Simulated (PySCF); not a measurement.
Te(Et)(SH), SMILES CC[Te]S, singlet, CAM-B3LYP/def2-SVP optimised geometry. Atoms within 1.6 Å of the plane z = 0.0 Å (x, y, z in Å): Te1 (-0.53, -1.98, 0.00), C2 (-0.80, 0.18, 0.00), C3 (-0.15, 0.89, -1.17), H4 (-0.42, 0.54, 0.96), H5 (-1.89, 0.30, 0.01), H7 (0.93, 0.70, -1.20), H8 (-0.30, 1.98, -1.09), S9 (1.89, -1.98, 0.00), H10 (2.06, -1.92, 1.34).

Computed with PySCF 2.14.0 with CAM-B3LYP/def2-TZVP, def2 effective core potentials past Kr. The core electrons that the potentials of Te replace are not part of the density. Cells within 0.4 Å of a nucleus heavier than hydrogen are left out (blank, or x).

Map of the HOMO−1 amplitude (bohr^(-3/2)) on the plane z = 0.0 Å; orbital energy -8.51 eV, overall sign arbitrary:

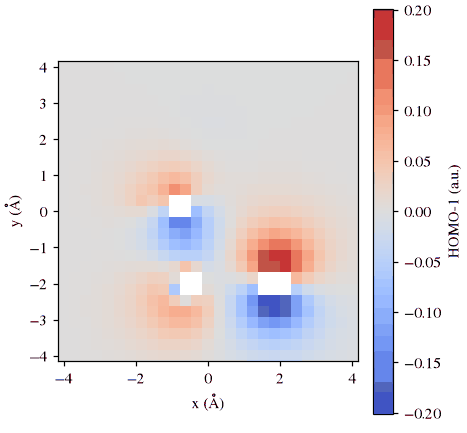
Figure: HOMO−1 amplitude (bohr^(-3/2)) on the plane z = 0.0 Å.
